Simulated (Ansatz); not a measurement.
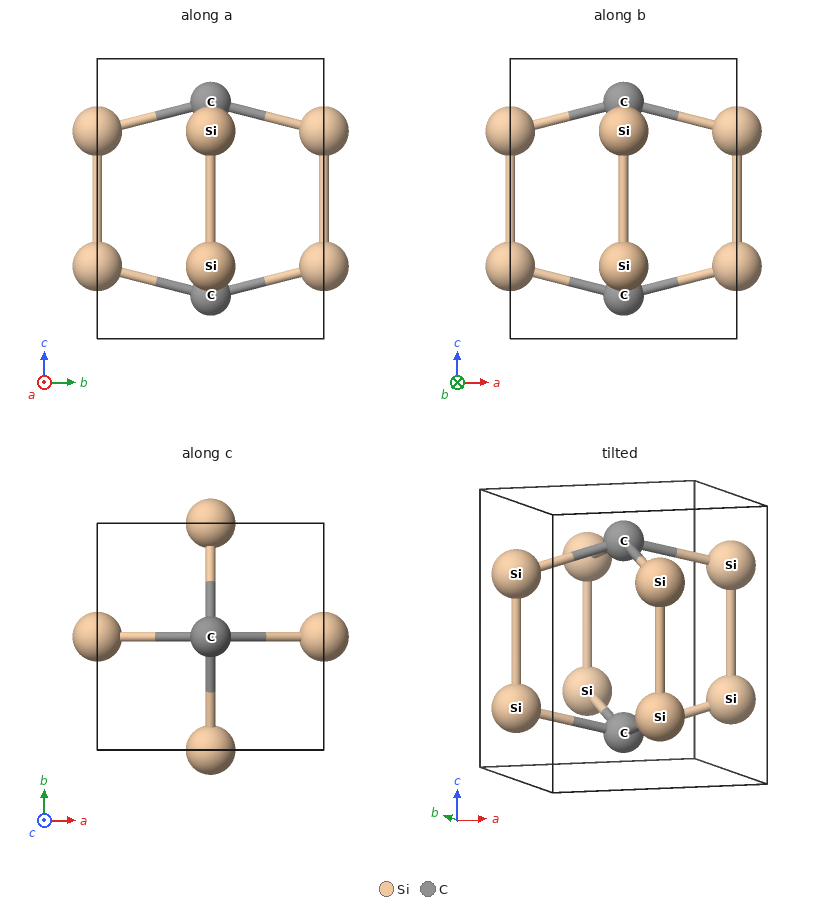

View along the a axis, along the b axis, along the c axis and slightly off an axis, drawn as a ball-and-stick model. The wireframe shows the conventional unit cell.

Lattice parameters: a = 3.938 Å, b = 3.938 Å, c = 4.866 Å, α = 90.00°, β = 90.00°, γ = 90.00°. Put a along x and b in the xy plane.

### Write down what is shown as a POSCAR file, with free fractional coordinates to two decimals.

```
Si C
1.0
     3.938    0.000    0.000
     0.000    3.938    0.000
     0.000    0.000    4.866
Si C
4 2
Direct
  0.50 0.00 0.26
  0.00 0.50 0.26
  0.50 0.00 0.74
  0.00 0.50 0.74
  0.50 0.50 0.16
  0.50 0.50 0.84
```

The model was built from a random cell made by a generator, so it need not be a real form of the compound. A relaxation with DFT PBE, scalar-relativistic, plane waves, PAW in Ansatz 0.2.0 gave the geometry drawn.
